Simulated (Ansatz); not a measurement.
ClGaH4

Input

```
crystal:
  periodic: [false, false, false]
  atoms:
    - {symbol: Ga, position_ang: [-0.433532, 0.532230, 0.156921]}
    - {symbol: H, position_ang: [0.488209, 0.197868, -1.208580]}
    - {symbol: H, position_ang: [0.259042, 1.564333, 1.086217]}
    - {symbol: H, position_ang: [-1.918034, 0.120041, -0.029721]}
    - {symbol: H, position_ang: [0.807160, -0.762687, -0.587611]}
    - {symbol: Cl, position_ang: [0.797154, -1.651885, 0.582775]}
basis:
  gaussian: {orbitals: def2-TZVPP}
hamiltonian: {xc: pbe0, dispersion: d4}
output: {orbitals: {seedname: orbitals}}
```

Run with:

```sh
ansatz run in.yaml --threads 2 --pin off --events-out ev --progress --plain --max-ram 4352MiB
```

A transition-state structure; geometry: PBE0-D4/def2-TZVP.

The calculation used Ansatz, RKS PBE0-D4/def2-TZVPP.

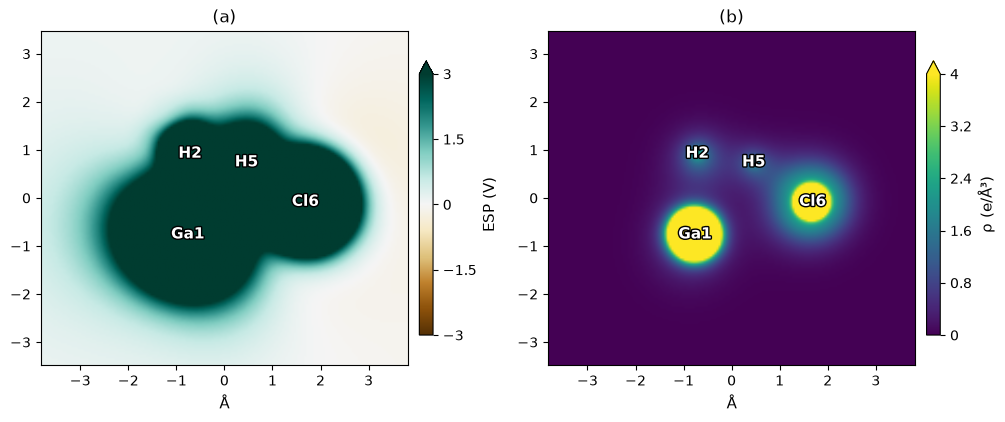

Figure 1. (a) molecular electrostatic potential; (b) electron density on the plane of atoms Ga1, H5 and Cl6.

Question: Interpret the plot.

Answer: The plane passes through Ga, H and Cl nuclei. Ga–Cl (2.54 Å): ρ is about 0.33 e/Å³ halfway, with its minimum of 0.28 e/Å³ about 1.1 Å from Ga. Cl–H (1.47 Å): ρ is about 1.5 e/Å³ halfway. The potential has no marked negative region in this plane.

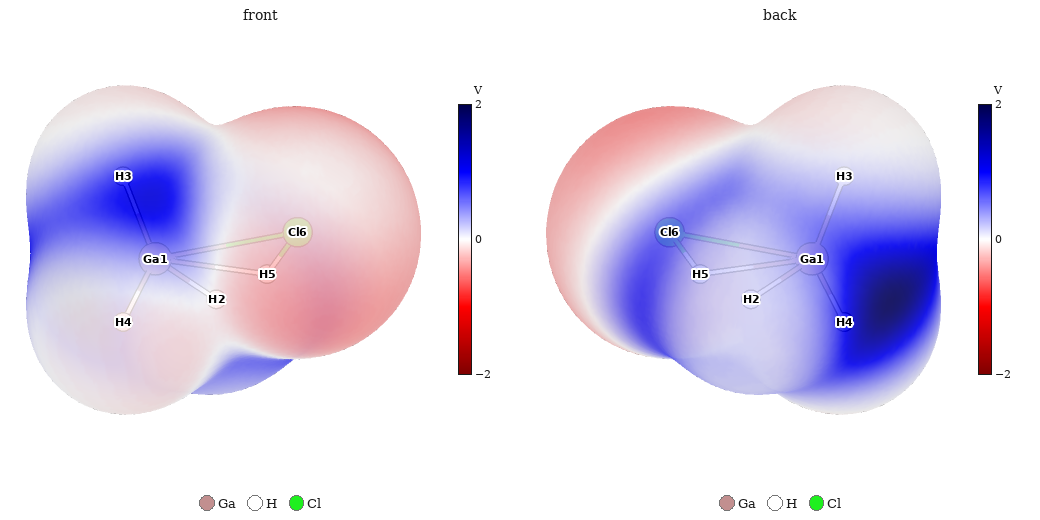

Figure 2. The molecular electrostatic potential painted on the density surface at 0.001 e/bohr³, seen from the front and from behind; the colour scale runs from red (negative) to blue (positive).

Question: Which sites attract a positive test charge, and which a negative one?

Answer: A positive charge is drawn to the negative regions and a negative charge to the positive ones. The most negative region (about −0.4 V) lies over Cl6, the most positive (about +1.8 V) over Ga1.

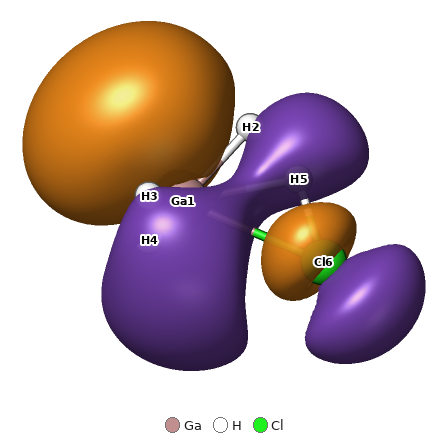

Figure 3. The LUMO at ±0.06 Å⁻³ᐟ² (orange and purple are the two phases), seen from one side.

Question: Describe this orbital and give its energy.

Answer: By Hirshfeld shares it lies mainly on Ga1 (about 60 %) and Cl6 (about 15 %). Its energy is −1.08 eV.
